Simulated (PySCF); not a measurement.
**C2H6Si (vinylsilane): levels of theory compared**

We compute a comparison of 6 runs (HF/def2-SVP, B3LYP/6-31G*, PBE0/def2-SVP, PBE0/pcseg-1, MP2/STO-3G, MP2/def2-TZVP) of C2H6Si (vinylsilane). 

The results are computed with PySCF 2.14.0.

## (1) The molecule

C2H6Si: 9 atoms, total charge 0, spin state singlet. As SMILES, `C=C[SiH3]`. Geometry: relaxed at PBE0-D4/def2-TZVP.

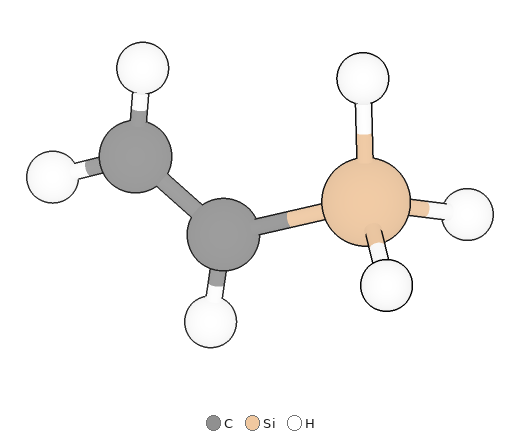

Viewed from a chosen angle; carbon grey, silicon light orange, hydrogen white.

## (2) Energy and gradient at HF/def2-SVP (run 1)

job.py reads:

```python
import pyscf.grad
from pyscf import gto

mol = gto.Mole()
mol.atom = '''
C       -0.713700       0.870200      -1.048300
C       -0.071300       0.712500       0.105600
Si       0.560600      -0.932000       0.700100
H       -0.905700       0.033000      -1.713900
H       -1.076700       1.838600      -1.381500
H        0.089400       1.592000       0.727600
H        2.035800      -0.893900       0.893800
H        0.223400      -1.972400      -0.307300
H       -0.053200      -1.294300       2.006700
'''
mol.max_memory = 1860
mol.charge = 0
mol.verbose = 3
mol.basis = 'def2-svp'
mol.build()

calc0 = mol.RHF()
calc0.conv_tol = 1e-10
calc0.kernel()
if not calc0.converged:
    calc0 = calc0.newton().run(calc0.mo_coeff, calc0.mo_occ)

e_tot = calc0.e_tot
print('E(%s) = %.9f' % ('HF', e_tot))
grad = calc0.Gradients().kernel()
calc0.analyze()
```

On the command line:

```console
$ OMP_NUM_THREADS=1 python job.py
```

Log:

```text
converged SCF energy = -367.984199749401
[... 13 lines left out ...]
MO #4   energy= -6.12268058621422  occ= 2
[... 8 lines left out ...]
MO #13  energy= -0.485423944207765 occ= 2
[... 8 lines left out ...]
MO #22  energy= 0.229579999375062  occ= 0
[... 8 lines left out ...]
MO #31  energy= 0.625069609043959  occ= 0
[... 8 lines left out ...]
MO #40  energy= 0.88550513265961   occ= 0
[... 8 lines left out ...]
MO #49  energy= 1.44702742019997   occ= 0
[... 8 lines left out ...]
MO #58  energy= 1.97906959128186   occ= 0
[... 8 lines left out ...]
MO #67  energy= 2.48302906711976   occ= 0
[... 8 lines left out ...]
MO #76  energy= 3.56672165291052   occ= 0
[... 10 lines left out ...]
Dipole moment(X, Y, Z, Debye): -0.34185,  0.61459, -0.42138
```

Run time: 8.4 s. Hardware: 1 thread of Intel Xeon at 2.50GHz (Skylake/Cascade Lake), shared host; peak memory 0.15 GiB.

## (3) Energy and gradient at B3LYP/6-31G(d) (Cartesian functions) (run 2)

run.py reads:

```python
# C=C[SiH3]
from pyscf import gto, dft

system = gto.M(
    atom='''
C     -0.713700     0.870200    -1.048300
C     -0.071300     0.712500     0.105600
Si     0.560600    -0.932000     0.700100
H     -0.905700     0.033000    -1.713900
H     -1.076700     1.838600    -1.381500
H      0.089400     1.592000     0.727600
H      2.035800    -0.893900     0.893800
H      0.223400    -1.972400    -0.307300
H     -0.053200    -1.294300     2.006700
''',
    max_memory=1860,
    cart=True,
    verbose=3,
    basis='6-31g*',
    charge=0,
)

calc0 = dft.RKS(system)
calc0.xc = 'b3lyp'
calc0.grids.level = 5
calc0.conv_tol = 1e-10
calc0.kernel()
if not calc0.converged:
    calc0 = calc0.newton().run(calc0.mo_coeff, calc0.mo_occ)

etot = calc0.e_tot
print('E = %.10f Eh' % etot)
grad = calc0.nuc_grad_method().kernel()
dip = calc0.dip_moment()
pop, q = calc0.mulliken_pop()
```

On the command line:

```console
$ OMP_NUM_THREADS=1 python run.py
```

Log:

```text
converged SCF energy = -369.284247774192
[... 9 lines left out ...]
Dipole moment(X, Y, Z, Debye): -0.30179,  0.64614, -0.33455
[... 71 lines left out ...]
charge of    8H =     -0.07292
```

Run time: 35 s. Hardware: 1 thread of Intel Xeon at 2.50GHz (Skylake/Cascade Lake), shared host; peak memory 0.61 GiB.

Run 3 isn't shown in full; the table further down has it.

## (4) Energy and gradient at PBE0/pcseg-1 (run 4)

job.py reads:

```python
from pyscf import gto, dft

mol = gto.Mole()
mol.atom = '''
C     -1.348698     1.644440    -1.981000
C     -0.134737     1.346430     0.199555
Si     1.059380    -1.761225     1.322997
H     -1.711525     0.062361    -3.238802
H     -2.034668     3.474450    -2.610657
H      0.168942     3.008444     1.374965
H      3.847104    -1.689226     1.689037
H      0.422165    -3.727296    -0.580713
H     -0.100533    -2.445873     3.792113
'''
mol.spin = 0
mol.basis = 'pcseg-1'
mol.max_memory = 1860
mol.unit = 'bohr'
mol.verbose = 4
mol.build()

mf = dft.RKS(mol, xc='pbe0')
mf.conv_tol = 1e-10
mf.grids.level = 5
mf.kernel()
if not mf.converged:
    mf = mf.newton().run(mf.mo_coeff, mf.mo_occ)

e_tot = mf.e_tot
print('E = %.10f Eh' % e_tot)
grad = mf.nuc_grad_method().kernel()
dip = mf.dip_moment()
pop, q = mf.mulliken_pop()
```

On the command line:

```console
$ OMP_NUM_THREADS=1 python job.py
```

Log:

```text
PySCF version 2.14.0

[... 74 lines left out ...]
converged SCF energy = -369.022930173218
[... 13 lines left out ...]
Dipole moment(X, Y, Z, Debye): -0.27577,  0.56032, -0.31672
[... 86 lines left out ...]
charge of    8H =     -0.08853
```

It took 49 s on 1 thread of Intel Xeon at 2.50GHz (Skylake/Cascade Lake), shared host; peak memory 0.77 GiB.

Run 5 isn't shown in full; the table further down has it.

## (5) Energy and gradient at MP2/def2-TZVP (run 6)

input.py reads:

```python
import pyscf.grad
from pyscf import gto, scf, mp

mol = gto.M(
    atom='''
C   -0.713700   0.870200  -1.048300
C   -0.071300   0.712500   0.105600
Si   0.560600  -0.932000   0.700100
H   -0.905700   0.033000  -1.713900
H   -1.076700   1.838600  -1.381500
H    0.089400   1.592000   0.727600
H    2.035800  -0.893900   0.893800
H    0.223400  -1.972400  -0.307300
H   -0.053200  -1.294300   2.006700
''',
    basis='def2-tzvp',
    max_memory=1860,
    verbose=4,
)

myscf = scf.RHF(mol)
myscf.conv_tol = 1e-10
myscf.kernel()
if not myscf.converged:
    myscf = myscf.newton().run(myscf.mo_coeff, myscf.mo_occ)

pt = mp.MP2(myscf, frozen=7).run()
e_tot = pt.e_tot
print('E = %.10f Eh' % e_tot)
grad = pt.Gradients().kernel()
dip = myscf.dip_moment()
pop, q = myscf.mulliken_pop()
```

On the command line:

```console
$ OMP_NUM_THREADS=1 python input.py
```

Log:

```text
PySCF version 2.14.0

[... 65 lines left out ...]
converged SCF energy = -368.173701625617
[... 17 lines left out ...]
Dipole moment(X, Y, Z, Debye): -0.32290,  0.63896, -0.37695
[... 145 lines left out ...]
charge of    8H =     -0.06109
```

Wall time 1.8 min (1 thread of Intel Xeon at 2.50GHz (Skylake/Cascade Lake), shared host); peak memory 2.1 GiB.

## (6) All runs side by side

```tsv
run	level	Cartesian functions	integration grid	energy (Eh)	dipole moment (D) of the reference	HOMO energy (eV)	LUMO energy (eV)	wall time
1	HF/def2-SVP	no	–	-367.984200	0.82	-10.42	3.66	8.4 s
2	B3LYP/6-31G* (Cartesian functions)	yes	5	-369.284248	0.79	-7.49	-0.18	35 s
3	PBE0/def2-SVP	no	5	-368.902486	0.74	-7.97	-0.29	36 s
4	PBE0/pcseg-1	no	5	-369.022930	0.70	-8.01	-0.39	49 s
5	MP2/STO-3G	no	–	-364.019369	0.09	-8.51	8.52	3.9 s
6	MP2/def2-TZVP	no	–	-368.611755	0.81	-10.40	3.33	1.8 min
```

## (7) What came out

```
                                          quantity          value
                               run 6: total energy  -368.61175 Eh
       run 6: dipole moment (Hartree–Fock density)         0.81 D
        run 6: HOMO energy (Hartree–Fock orbitals)      -10.40 eV
        run 6: LUMO energy (Hartree–Fock orbitals)        3.33 eV
      run 6: HOMO–LUMO gap (Hartree–Fock orbitals)       13.74 eV
run 6: correlation energy (7 core orbitals frozen)     -438.1 mEh
                   run 6: largest force on an atom     0.630 eV/Å
```

In words: Over runs 1, 2, 3, 4 the dipole moment (its size) runs from 0.70 D (PBE0/pcseg-1) to 0.82 D (HF/def2-SVP). The two ends differ in method and basis. Over runs 1, 2, 3, 4 the HOMO–LUMO gap runs from 7.31 eV (B3LYP/6-31G*) to 14.08 eV (HF/def2-SVP). Totals of different functionals can't be ranked against each other. In run 5 the basis is minimal, so the values are rough. All runs together took 4 min, the longest 1.8 min.
